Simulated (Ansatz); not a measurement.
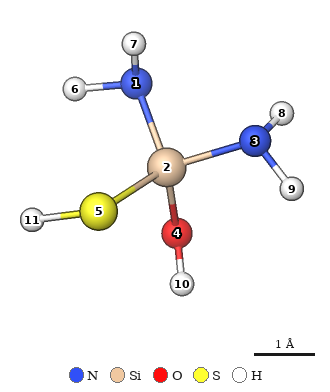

Starting structure of SiN$_{2}$H$_{6}$SO. The picture is a ball-and-stick view, seen face on.

The run prepares the start of a later molecular dynamics calculation, from a guessed geometry.

Computed with RKS B3LYP-D4/STO-3G (Ansatz 0.2.0).

Input file:
```yaml
crystal:
  periodic: [false, false, false]
  atoms:
    - { symbol: "N", position_ang: [-1.0349, 0.493, 0.9772] }
    - { symbol: Si, position_ang: [0.0645, -0.0198, -0.0861] }
    - { symbol: "N", position_ang: [0.625, -1.3179, 0.7337] }
    - { symbol: O, position_ang: [1.3271, 1.0951, -0.2156] }
    - { symbol: S, position_ang: [-0.7338, -0.5411, -1.9468] }
    - { symbol: H, position_ang: [-1.5743, 1.3415, 0.5572] }
    - { symbol: H, position_ang: [-1.7454, -0.1954, 1.0946] }
    - { symbol: H, position_ang: [0.8882, -0.9805, 1.6853] }
    - { symbol: H, position_ang: [1.5541, -1.5887, 0.4046] }
    - { symbol: H, position_ang: [1.8625, 0.9672, -0.9329] }
    - { symbol: H, position_ang: [-1.1676, 0.6895, -2.2507] }
basis:
  gaussian: { orbitals: STO-3G }
hamiltonian:
  xc: b3lyp
  dispersion: d4
relax:
  f_tol: 0.02
  max_steps: 40
scf:
  lower_state_search: "off"
```

Command:
```bash
ansatz run input.yaml --threads 1 --pin off --max-ram 2048MiB --backend cpu --events-out ev --progress --plain --runs-dir out
```

> What does the optimiser find from here?

The energy falls by 39.1 kcal/mol in 12 accepted moves (13 points after the start). Largest force component: 6.4 eV/Å at the start, 0.0094 eV/Å at the end. The line search rejected the trial step at point 8 of the run. The atom that moves furthest after the best rigid fit is H11 (0.40 Å). Largest moves by element: H 0.40 Å, O 0.39 Å, S 0.26 Å, N 0.20 Å, Si 0.05 Å. Among the contacts that change: N1–Si2 1.613 → 1.751 Å, O4–H10 0.904 → 1.023 Å, Si2–N3 1.634 → 1.751 Å, Si2–S5 2.091 → 2.149 Å. Bond angles that change, for instance: N3–Si2–O4 107.8° → 118.3°, N1–Si2–O4 110.5° → 101.0°, Si2–O4–H10 114.2° → 105.0°. Cost: 29 s on 1 thread of Arm Neoverse V2, on a shared host, peak memory 0.14 GiB.

Final geometry:

```xyz
11

N    -1.1412    0.6383    1.0601
Si    0.0557    0.0181   -0.0568
N     0.7101   -1.3983    0.7377
O     1.0690    1.3868   -0.2417
S    -0.5589   -0.7260   -1.9763
H    -1.5876    1.5321    0.7508
H    -1.9237   -0.0290    1.2476
H     1.1014   -1.2049    1.6868
H     1.4540   -1.9023    0.2050
H     1.7554    1.1147   -0.9498
H    -0.8687    0.5133   -2.4429
```

The end point in the same view:

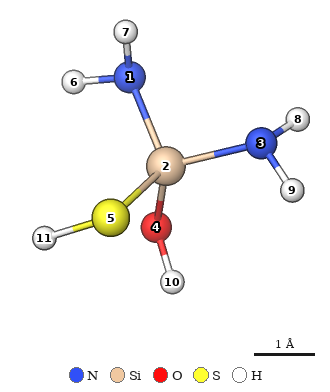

Limits of the set-up: STO-3G is a minimal basis, so the numbers are rough.
